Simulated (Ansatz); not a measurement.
# CH6GeOSi: rigid scan of one bond length from a Python script

How does the energy of CH6GeOSi change as one bond is stretched? The task is a rigid scan of one bond length, for CH6GeOSi. SMILES: [SiH3][CH]1[O][GeH2]1.

All numbers are computed with the Python package of Ansatz 0.2.0. Level of theory: r2SCAN+D4/def2-SVP.

## Step 1: The structure

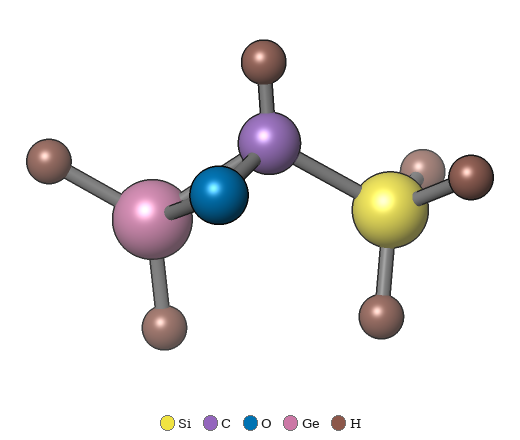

The structure that the script starts from, seen from a chosen angle (silicon yellow, carbon purple, oxygen blue, germanium pink, hydrogen brown).

The script holds or builds the structure itself.

## Step 2: The script

ch6geosi.py

```python
"""Stretching a bond of CH6GeOSi, the rest held rigid."""

import ansatz as az
import numpy as np

geometry_ang = [
    ("Si", (0.3413, 1.2773, 0.66)),
    ("C", (-0.7982, -0.0903, 0.0842)),
    ("O", (-0.5147, -1.2449, 0.697)),
    ("Ge", (0.1945, -1.3469, -1.0347)),
    ("H", (-0.2388, 1.8702, 1.8829)),
    ("H", (1.6637, 0.8558, 0.8733)),
    ("H", (0.3333, 2.37, -0.3813)),
    ("H", (-1.8459, 0.0509, -0.088)),
    ("H", (-0.7244, -2.4135, -1.7174)),
    ("H", (1.6723, -1.3798, -0.9731)),
]
ch6geosi = az.Crystal.molecule()
for symbol, xyz in geometry_ang:
    ch6geosi = ch6geosi.atom(symbol, xyz)

symbols = [site.symbol for site in ch6geosi.cartesian_sites]
start = np.array([site.position_ang for site in ch6geosi.cartesian_sites])
axis = (start[9] - start[3]) / np.linalg.norm(start[9] - start[3])
moving = [9]
lengths, energies = [1.302, 1.361, 1.42, 1.479, 1.539, 1.598, 1.657, 1.746], []
for length in lengths:
    xyz = start.copy()
    xyz[moving] += (length - np.linalg.norm(start[9] - start[3])) * axis
    point = az.Crystal.molecule()
    for symbol, place in zip(symbols, xyz):
        point = point.atom(symbol, place.tolist())
    job = point.calculation().basis(gaussian="def2-SVP").functional("r2SCAN", dispersion="d4")
    summary = job.run(threads=1).report
    energies.append(summary["free_energy_ev"])
    print(f"r = {length:6.3f} A  E = {energies[-1]:.5f} eV  <S^2> = {abs(summary['mean_field']['state']['spin_squared']):.3f}")

# quartic fit about the minimum
fit = np.polynomial.Polynomial.fit(lengths, np.array(energies) - min(energies), 4).convert()
roots = [r.real for r in fit.deriv().roots() if abs(r.imag) < 1e-9 and fit.deriv(2)(r.real) > 0]
r_e = min(roots, key=lambda r: abs(r - lengths[int(np.argmin(energies))]))
print(f"minimum of the fit at {r_e:.4f} A, force constant {fit.deriv(2)(r_e):.2f} eV/A^2")
```

## Step 3: The run

On the command line:

```console
python ch6geosi.py
```

**Question.** What results will this script give? Wanted: range of energy; lowest point, distance.

The runs gave:

```
                        quantity     value
bond length at the fit's minimum  1.5203 Å
                   runs compared         8
                 range of energy  0.595 eV
      lowest point, distance (Å)      1.54
```

What this shows: The curve has its lowest point inside the range, at 1.54. The ends stand 0.595 and 0.324 eV above it. The distance scanned is the script's pair 3, 9. Notes:
- The rest of the molecule is held rigid at a force-field or estimated start geometry, and the basis set is modest; single-reference methods fail as a bond breaks.
- The orbitals are restricted, so S² is zero by construction.
